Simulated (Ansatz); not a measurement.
H$_{28}$SbSi$_{21}$ (Si22H28 ring sphere) (charge +1)

The calculation's input:

```
crystal:
  periodic: [false, false, false]
  atoms:
    - {symbol: Si, position_ang: [-3.744608, -1.060555, -2.004080]}
    - {symbol: Si, position_ang: [-3.741752, 2.006731, 1.059616]}
    - {symbol: Si, position_ang: [-0.911551, -0.887558, -4.584536]}
    - {symbol: Si, position_ang: [-0.915074, -3.642368, -1.795429]}
    - {symbol: Si, position_ang: [-0.779580, -0.985768, 0.988172]}
    - {symbol: Si, position_ang: [1.867445, -3.636747, 0.910447]}
    - {symbol: Si, position_ang: [1.831498, -0.894900, -1.804323]}
    - {symbol: Si, position_ang: [1.865244, -0.911229, 3.637968]}
    - {symbol: Si, position_ang: [-0.748982, 1.935614, -1.933970]}
    - {symbol: Si, position_ang: [-0.917144, 4.587813, 0.881939]}
    - {symbol: Si, position_ang: [1.831158, 1.808167, 0.898420]}
    - {symbol: Si, position_ang: [-0.922188, 1.792150, 3.644532]}
    - {symbol: Si, position_ang: [4.579904, -0.897574, 0.898468]}
    - {symbol: Si, position_ang: [-2.221596, -2.336677, -3.263614]}
    - {symbol: Sb, position_ang: [-2.319827, 0.480266, -0.480271]}
    - {symbol: Si, position_ang: [-2.220274, 3.266530, 2.336883]}
    - {symbol: Si, position_ang: [0.506291, 0.426680, -3.234937]}
    - {symbol: Si, position_ang: [0.497657, -2.301507, -0.471969]}
    - {symbol: Si, position_ang: [0.497066, 0.475003, 2.304408]}
    - {symbol: Si, position_ang: [3.222633, -2.259421, 2.260714]}
    - {symbol: Si, position_ang: [3.206448, 0.457829, -0.453914]}
    - {symbol: Si, position_ang: [0.506299, 3.237208, -0.424975]}
    - {symbol: H, position_ang: [-4.602878, -0.120284, -2.804370]}
    - {symbol: H, position_ang: [-4.586967, -1.847454, -1.038029]}
    - {symbol: H, position_ang: [-4.586854, 1.043058, 1.846844]}
    - {symbol: H, position_ang: [-4.596654, 2.808426, 0.117896]}
    - {symbol: H, position_ang: [-1.811709, -0.001636, -5.405243]}
    - {symbol: H, position_ang: [-0.056576, -1.727534, -5.495772]}
    - {symbol: H, position_ang: [-1.817128, -4.457030, -0.905142]}
    - {symbol: H, position_ang: [-0.057042, -4.562376, -2.623385]}
    - {symbol: H, position_ang: [-1.750411, -1.801085, 1.805955]}
    - {symbol: H, position_ang: [0.972018, -4.505881, 1.755185]}
    - {symbol: H, position_ang: [2.711957, -4.507699, 0.017278]}
    - {symbol: H, position_ang: [2.679508, -1.796334, -2.669385]}
    - {symbol: H, position_ang: [0.969254, -1.758792, 4.503755]}
    - {symbol: H, position_ang: [2.709424, -0.021239, 4.512401]}
    - {symbol: H, position_ang: [-1.711048, 2.757751, -2.754627]}
    - {symbol: H, position_ang: [-1.825336, 5.391321, -0.011736]}
    - {symbol: H, position_ang: [-0.069719, 5.514738, 1.712177]}
    - {symbol: H, position_ang: [2.679355, 2.673557, 1.799383]}
    - {symbol: H, position_ang: [-1.834423, 0.895167, 4.440535]}
    - {symbol: H, position_ang: [-0.072119, 2.609321, 4.581416]}
    - {symbol: H, position_ang: [5.445240, -1.757600, 0.015086]}
    - {symbol: H, position_ang: [5.449960, -0.017295, 1.756882]}
    - {symbol: H, position_ang: [-3.061341, -3.226770, -4.148014]}
    - {symbol: H, position_ang: [-3.062524, 4.151102, 3.224200]}
    - {symbol: H, position_ang: [1.401471, 1.279918, -4.101354]}
    - {symbol: H, position_ang: [4.092684, -3.131929, 3.132681]}
    - {symbol: H, position_ang: [4.021354, 1.355423, -1.353649]}
    - {symbol: H, position_ang: [1.401469, 4.101471, -1.280477]}
basis:
  gaussian: {orbitals: def2-SVP, fitting: {mean_field: def2-universal-jkfit}, initial_orbitals: start.molden}
total_charge: 1
hamiltonian: {xc: pbe0, dispersion: d4}
scf: {omitted_lower_state_checks: [starts]}
output: {orbitals: {seedname: orbitals}}
```

Launched as:

```sh
ansatz run in.yaml --threads 2 --pin off --events-out ev --progress --plain --max-ram 22528MiB --backend cuda --devices 0, --max-vram 18GiB
```

Geometry: PBE-D4/def2-SVP; core potentials replace the inner electrons of Sb.

Method: RKS PBE0-D4/def2-SVP (Ansatz 0.2.0).

**What can the converged electron density and electron localisation function tell about the bonding?**

Si–Si (2.35 Å): the density is about 0.61 e/Å³ at the midpoint; the ELF peaks at about 1 between the atoms; a covalent bond.
Si–Sb (2.59 Å): ρ is about 0.49 e/Å³ halfway; the ELF peaks at about 0.90 between the atoms; a shared electron pair.
Si–H (1.51 Å): the density is about 0.74 e/Å³ at the midpoint; the ELF climbs to about 1 towards the hydrogen, as it does in any bond to H.

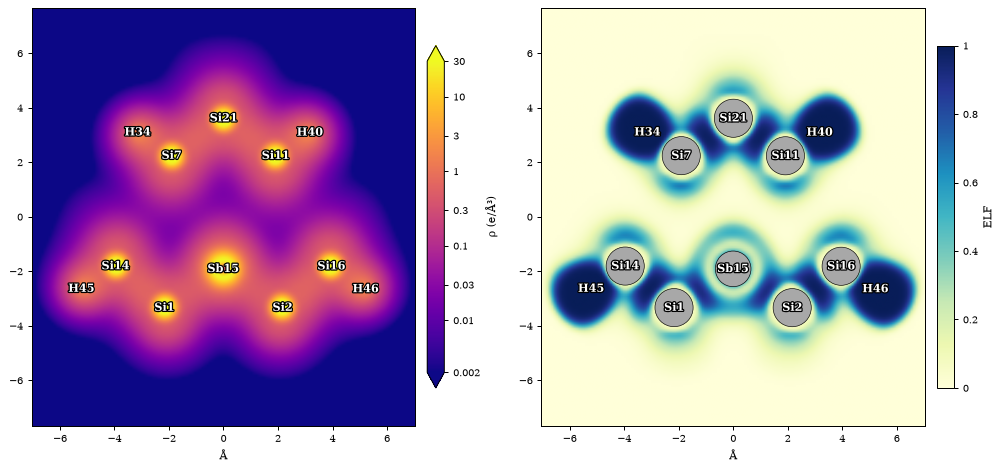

Computed electron density and electron localisation function on the plane of atoms Si1, Sb15 and Si2, in this order. Grey discs cover the atomic cores in the ELF map. 
